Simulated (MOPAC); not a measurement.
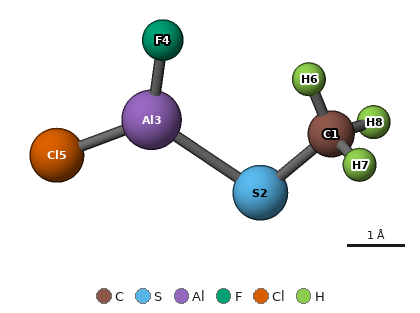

*The structure (ball-and-stick view, seen at a tilt; atoms are numbered from 1 in the order of the input). Sticks mark near contacts.*

Run report: CH3AlClFS (charge +1), single-point calculation

CH3AlClFS, charge +1, multiplicity 2, computed with AM1, unrestricted (MOPAC 23.2.5).

The geometry was optimised with AM1.

### Input (job.mop)
```
AM1 DISP UHF CHARGE=1 1SCF THREADS=1 AUX(PRECISION=6)
CH3AlClFS, AM1

C      0.018040 1     1.409892 1     0.246449 1
S     -0.511408 1     0.446510 1    -1.126986 1
Al    -0.032646 1    -1.722841 1    -0.398803 1
F      0.607421 1    -1.867827 1     1.042919 1
Cl    -0.398361 1    -3.193123 1    -1.484609 1
H      0.411743 1     0.795982 1     1.085692 1
H      0.816559 1     2.106394 1    -0.097614 1
H     -0.849379 1     2.006684 1     0.610753 1
```

Run as:
```bash
mopac job.mop
```

### The program's output
```
MOPAC v23.2.5
AM1 CALCULATION RESULTS

 *  AM1        - The AM1 Hamiltonian to be used
 *  UHF        - UNRESTRICTED HARTREE-FOCK CALCULATION
 *
 *
 *
 *                 CHARGE ON SYSTEM = +1
 *
 *
 *
 *  1SCF       - DO 1 SCF AND THEN STOP
 *  THREADS=1  - MULTI-THREADING NOT USED
 *  AUX        - OUTPUT AUXILIARY INFORMATION
 *  DISP       - PRINT DISPERSION AND HYDROGEN BOND ENERGIES
AM1 DISP UHF CHARGE=1 1SCF THREADS=1 AUX(PRECISION=6)
 CH3AlClFS, AM1

   ATOM   CHEMICAL          X               Y               Z
  NUMBER   SYMBOL      (ANGSTROMS)     (ANGSTROMS)     (ANGSTROMS)

     1       C          0.01804000  *   1.40989200  *   0.24644900  *
     2       S         -0.51140800  *   0.44651000  *  -1.12698600  *
     3      Al         -0.03264600  *  -1.72284100  *  -0.39880300  *
     4       F          0.60742100  *  -1.86782700  *   1.04291900  *
     5      Cl         -0.39836100  *  -3.19312300  *  -1.48460900  *
     6       H          0.41174300  *   0.79598200  *   1.08569200  *
     7       H          0.81655900  *   2.10639400  *  -0.09761400  *
     8       H         -0.84937900  *   2.00668400  *   0.61075300  *

          CARTESIAN COORDINATES

    NO.       ATOM           X           Y           Z

     1         C          0.0180      1.4099      0.2464
     2         S         -0.5114      0.4465     -1.1270
     3        Al         -0.0326     -1.7228     -0.3988
     4         F          0.6074     -1.8678      1.0429
     5        Cl         -0.3984     -3.1931     -1.4846
     6         H          0.4117      0.7960      1.0857
     7         H          0.8166      2.1064     -0.0976
     8         H         -0.8494      2.0067      0.6108

           Empirical Formula: C H3 S Al F Cl  =     8 atoms

      MOLECULAR POINT GROUP   :   Cs

          UHF CALCULATION, NO. OF ALPHA ELECTRONS =   15
                           NO. OF BETA  ELECTRONS =   14

 -------------------------------------------------------------------------------
 AM1 DISP UHF CHARGE=1 1SCF THREADS=1 AUX(PRECISION=6)
 CH3AlClFS, AM1

     1SCF WAS SPECIFIED, SO BFGS WAS NOT USED
     SCF FIELD WAS ACHIEVED

                              AM1 CALCULATION

          FINAL HEAT OF FORMATION =         49.98631 KCAL/MOL =     209.14271 KJ/MOL

          TOTAL ENERGY            =     -29242.40525 KCAL/MOL = ELECTRONIC ENERGY + CORE-CORE REPULSION
          ENERGY OF ATOMS         =      29292.39156 KCAL/MOL
                              SUM =         49.98631 KCAL/MOL
          DISPERSION ENERGY       =          0.00000 KCAL/MOL
                              SUM =         49.98631 KCAL/MOL = FINAL HEAT OF FORMATION

          TOTAL ENERGY            =      -1268.07071 EV
          ELECTRONIC ENERGY       =      -3024.50062 EV
          CORE-CORE REPULSION     =       1756.42991 EV
          COSMO AREA              =        139.38 SQUARE ANGSTROMS
          COSMO VOLUME            =        131.99 CUBIC ANGSTROMS

          IONIZATION POTENTIAL    =         15.692697 EV
          ALPHA SOMO LUMO (EV)    =        -16.571 -7.256
          BETA  SOMO LUMO (EV)    =        -15.693 -8.320
          NO. OF ALPHA ELECTRONS  =         15
          NO. OF BETA  ELECTRONS  =         14
          MOLECULAR WEIGHT        =        128.5276         POINT GROUP:  Cs

          MOLECULAR DIMENSIONS (Angstroms)

            Atom       Atom       Distance
            H     8   Cl     5     5.62423
            F     4    S     2     3.04913
            H     8    H     7     1.78370

          SCF CALCULATIONS        =          1

          WALL-CLOCK TIME         =      0.008 SECONDS
          COMPUTATION TIME        =      0.009 SECONDS

   ATOM   CHEMICAL          X               Y               Z
  NUMBER   SYMBOL      (ANGSTROMS)     (ANGSTROMS)     (ANGSTROMS)

     1       C          0.01804000  *   1.40989200  *   0.24644900  *
     2       S         -0.51140800  *   0.44651000  *  -1.12698600  *
     3      Al         -0.03264600  *  -1.72284100  *  -0.39880300  *
     4       F          0.60742100  *  -1.86782700  *   1.04291900  *
     5      Cl         -0.39836100  *  -3.19312300  *  -1.48460900  *
     6       H          0.41174300  *   0.79598200  *   1.08569200  *
     7       H          0.81655900  *   2.10639400  *  -0.09761400  *
     8       H         -0.84937900  *   2.00668400  *   0.61075300  *

                             CARTESIAN COORDINATES

   1    C        0.018040000     1.409892000     0.246449000
   2    S       -0.511408000     0.446510000    -1.126986000
   3   Al       -0.032646000    -1.722841000    -0.398803000
   4    F        0.607421000    -1.867827000     1.042919000
   5   Cl       -0.398361000    -3.193123000    -1.484609000
   6    H        0.411743000     0.795982000     1.085692000
   7    H        0.816559000     2.106394000    -0.097614000
   8    H       -0.849379000     2.006684000     0.610753000

           Empirical Formula: C H3 S Al F Cl  =     8 atoms

      MOLECULAR POINT GROUP   :   Cs

          ALPHA EIGENVALUES
 -52.96106 -42.70079 -35.71449 -24.49825 -22.18342 -21.19266 -20.88101 -19.85834
 -19.75603 -19.36068 -18.73686 -17.60348 -17.55567 -17.22915 -16.57058  -7.25634
  -5.52836  -5.34535  -4.38093  -2.01284  -1.50184  -1.46410  -0.66909

           BETA EIGENVALUES
 -53.07030 -42.76203 -35.60591 -22.82552 -21.77319 -20.98305 -19.97543 -19.84772
 -19.58755 -19.33191 -18.06952 -17.47215 -17.43388 -15.69270  -8.31966  -6.76687
  -5.39400  -4.74216  -4.39070  -2.09673  -1.47431  -1.44910  -0.67902

              NET ATOMIC CHARGES AND DIPOLE CONTRIBUTIONS

  ATOM NO.   TYPE          CHARGE      No. of ELECS.   s-Pop       p-Pop
    1          C          -0.439815        4.4398     1.25573     3.18409
    2          S           0.507354        5.4926     1.90655     3.58610
    3         Al           0.692121        2.3079     0.86086     1.44701
    4          F          -0.285177        7.2852     1.86168     5.42349
    5         Cl          -0.028941        7.0289     1.96776     5.06118
    6          H           0.158554        0.8414     0.84145
    7          H           0.198192        0.8018     0.80181
    8          H           0.197710        0.8023     0.80229
 DIPOLE           X         Y         Z       TOTAL
 POINT-CHG.    -1.165     5.843    -1.693     6.194
 HYBRID         0.768     0.131     1.780     1.943
 SUM           -0.397     5.974     0.087     5.988

          ATOMIC ORBITAL ELECTRON POPULATIONS

     Atom    s        px        py        pz
    1  C   1.25573   1.09965   1.07284   1.01160
    2  S   1.90655   1.10646   1.31299   1.16665
    3 Al   0.86086   0.37009   0.61477   0.46216
    4  F   1.86168   1.80983   1.89215   1.72151
    5 Cl   1.96776   1.82179   1.51704   1.72235
    6  H   0.84145
    7  H   0.80181
    8  H   0.80229

                    (SZ)    =    0.500000
                    (S**2)  =    0.813268

          ATOMIC ORBITAL SPIN POPULATIONS

    Atom   Total    s     px     py     pz
         Atomic
    1  C -0.1118 -0.011  0.006 -0.046 -0.060
    2  S  1.1940  0.015  0.771  0.161  0.247
    3 Al -0.1216 -0.049 -0.004 -0.068 -0.001
    4  F -0.0261  0.000  0.002 -0.021 -0.007
    5 Cl -0.0283  0.000  0.008 -0.043  0.006
    6  H  0.0064  0.006
    7  H  0.0443  0.044
    8  H  0.0431  0.043

 *                    *
 * JOB ENDED NORMALLY *
 *                    *

 TOTAL JOB TIME:             0.01 SECONDS

 == MOPAC DONE ==
```

### Summary

- outcome: converged
- total energy: −46.600739 hartree
- dispersion energy: 0.000000 hartree
- heat of formation: 49.99 kcal/mol
- basis functions: 23
- ⟨S²⟩: 0.813
- hardware: 1 thread of Arm Neoverse V1, 24 GiB of memory available, shared host
- peak memory: 0.073 GiB

### Notes

MOPAC's energies along a path are heats of formation.
